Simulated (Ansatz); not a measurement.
# B₂BrGeH (SMILES Br[B]1[BH][Ge]1): what the fields show

The calculation's input:

```
crystal:
  periodic: [false, false, false]
  atoms:
    - {symbol: B, position_ang: [0.517034, -0.862224, 0.825208]}
    - {symbol: B, position_ang: [-0.008513, 0.263440, -0.471269]}
    - {symbol: Br, position_ang: [-0.491976, -2.199193, 1.635018]}
    - {symbol: Ge, position_ang: [1.780827, 0.430738, 0.170784]}
    - {symbol: H, position_ang: [-1.094632, 0.291728, -0.983453]}
basis:
  gaussian:
    orbitals: def2-TZVPD
hamiltonian:
  xc: pbe0
output:
  forces: true
  orbitals: {seedname: orbitals}
```

Run with:

```sh
ansatz run input.yaml --threads 2 --pin off --max-ram 4350MiB --events-out events.jsonl --progress --plain --runs-dir runs
```

Geometry: PBE0-D3(BJ)/def2-SVP.

Method: isolated molecule in a Gaussian basis; Kohn-Sham density functional theory, functional PBE0 (Ansatz).

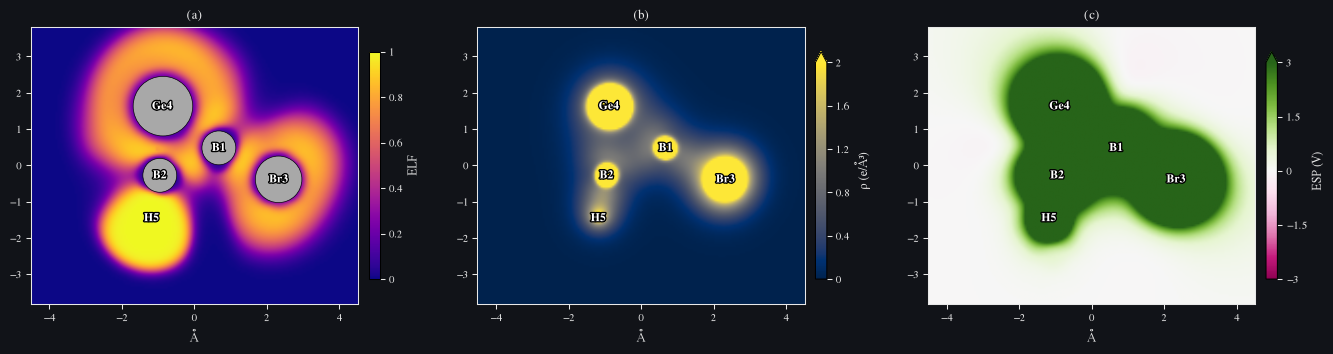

Figure 1. (a) ELF; (b) electron density; (c) electrostatic potential on the molecular plane. Grey discs cover the atomic cores in the ELF map.

Q: Describe what can be read from this map.

A:
- The section cuts through B, Br, Ge and H sites.
- B–B (1.80 Å): ρ is about 0.78 e/Å³ halfway; the ELF peaks at about 0.85 between the atoms, as expected for a shared electron pair.
- B–Br (1.86 Å): ρ at the midpoint is about 1.2 e/Å³; the ELF peaks at about 0.90 between the atoms; a short, strongly polar bond.
- Ge–B (1.91 Å): ρ at the midpoint is about 0.78 e/Å³; the ELF peaks at about 0.80 in the valence shell of B, 0.7 Å from its nucleus, and is about 0.45 at the midpoint.
- B–H (1.20 Å): ρ is about 1.3 e/Å³ halfway; the ELF climbs to about 1 towards the hydrogen, as it does in any bond to H: a covalent bond by its length.
- The ELF also peaks beside Br3, away from the bonds: lone-pair regions.
- The potential has no marked negative region in this plane.

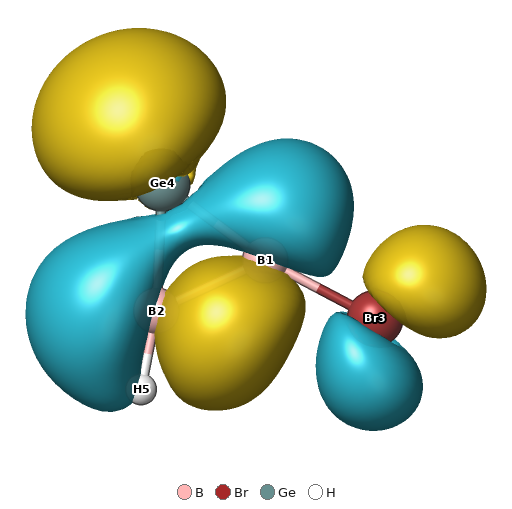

Figure 2. The LUMO at ±0.06 Å⁻³ᐟ² (yellow and cyan are the two phases), seen at a tilt.

Q: Describe this orbital and give its energy.

A: It lies mainly on Ge4 (about 35 %), B2 (about 25 %), B1 (about 25 %) and Br3 (about 10 %); it is symmetric in the molecular plane (an in-plane orbital: σ, lone-pair or in-plane π type). Its energy is −3.68 eV.

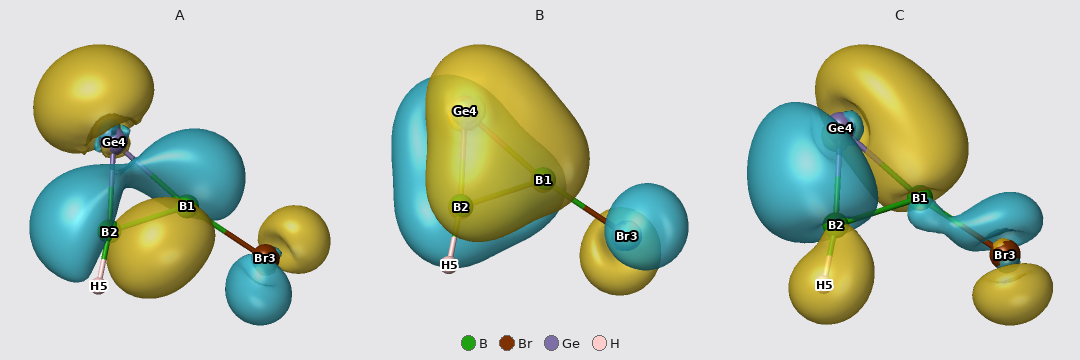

Figure 3. Three frontier orbitals at ±0.1 Å⁻³ᐟ² (yellow and cyan are the two phases), in no order.

Q: Which picture is the HOMO−1, the HOMO and the LUMO?

A: C is the HOMO−1 (−7.55 eV). By Hirshfeld shares it lies mainly on Ge4 (about 45 %), B2 (about 25 %), B1 (about 20 %) and Br3 (about 10 %); it is symmetric in the molecular plane (an in-plane orbital: σ, lone-pair or in-plane π type). B is the HOMO (−6.66 eV). By Hirshfeld shares it lies mainly on Ge4 (about 35 %), B2 (about 25 %), B1 (about 20 %) and Br3 (about 10 %); it changes sign across the molecular plane (π type); π-bonding across B1–B2, B1–Ge4 and B2–Ge4; π-antibonding (a node) across B1–Br3. A is the LUMO (−3.68 eV). Its weight (Hirshfeld) is mainly on Ge4 (about 35 %), B2 (about 25 %), B1 (about 25 %) and Br3 (about 10 %); it is symmetric in the molecular plane (an in-plane orbital: σ, lone-pair or in-plane π type).

Q: What is the HOMO–LUMO gap?

A: 2.98 eV between the orbital energies.
